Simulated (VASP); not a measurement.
Here is the system:

```
CELL_PARAMETERS angstrom
      0.00000     2.97797     2.97797
      2.97797     0.00000     2.97797
      2.97797     2.97797     0.00000
ATOMIC_POSITIONS crystal
  In 0.00000 0.00000 0.00000
  P  0.25000 0.25000 0.25000
```

Method: PBE GGA, VASP's PBE PAW potentials (set 64) (plane waves; VASP). Numerical set-up: 400 eV cut-off, 9×9×9 Γ-centred mesh, tetrahedra with Blöchl corrections, potentials In_d P.

Unless said otherwise, spin-orbit coupling is left out, though it shifts the bands of the heavy elements here.

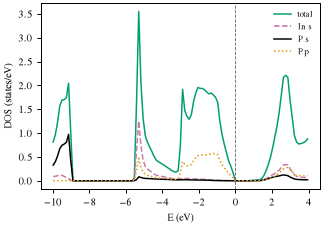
Fig. 1. Total and projected density of states, zero at the valence-band maximum

Within 2 eV below the valence-band maximum the largest weight inside VASP's projection spheres is P p, then In p.

The gap is direct, 0.45 eV, from the valence maximum at Γ to the conduction minimum at Γ.

The compound is InP in the zinc blende structure. It was relaxed first.
